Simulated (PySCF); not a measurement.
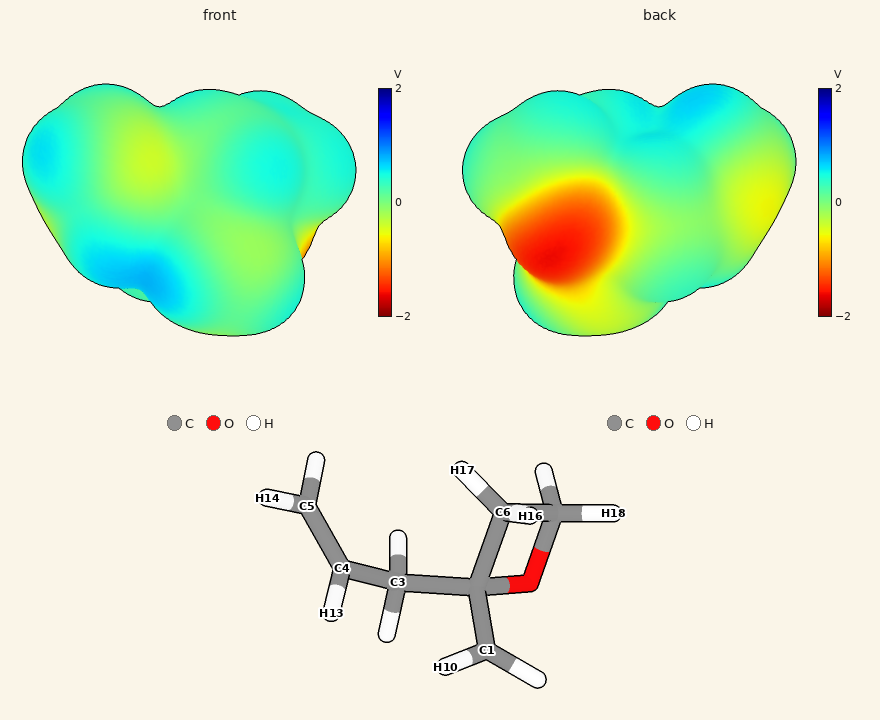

Figure 1: C7H11O (doublet). The electrostatic potential painted on the density surface at 0.001 e/bohr³, seen from the front and from behind; red is negative and blue positive. The bare structure is drawn below in the same view.

Geometry: GFN2-xTB.

Method: UKS B3LYP, pcH-1 on C H O, non-relativistic, mean-field spin-orbit, GIAO in PySCF.

```xyz
19

C    -1.0463   -1.1939   -1.2707
C    -0.6653   -0.5248   -0.0339
C     0.7883   -0.8287    0.4071
C     1.7982   -0.2765   -0.5414
C     2.5844    0.7509   -0.2739
C    -0.9893    1.0063    0.0509
C    -1.8802    0.6077    1.2235
O    -1.5879   -0.7762    1.0474
H    -2.0344   -1.5960   -1.3709
H    -0.3586   -1.2682   -2.0884
H     0.8886   -1.9134    0.4827
H     0.9261   -0.3992    1.4008
H     1.8615   -0.7658   -1.5037
H     3.2992    1.1238   -0.9876
H     2.5575    1.2561    0.6782
H    -1.5168    1.3958   -0.8150
H    -0.1344    1.6339    0.2836
H    -2.9472    0.8116    1.0991
H    -1.5534    0.9659    2.2049
```

Where is the surface potential most negative and most positive?

The most negative region (about −1.6 V) lies over O8, the most positive (about +0.7 V) over H10 and H13. O8 is the likeliest acceptor of a hydrogen bond.
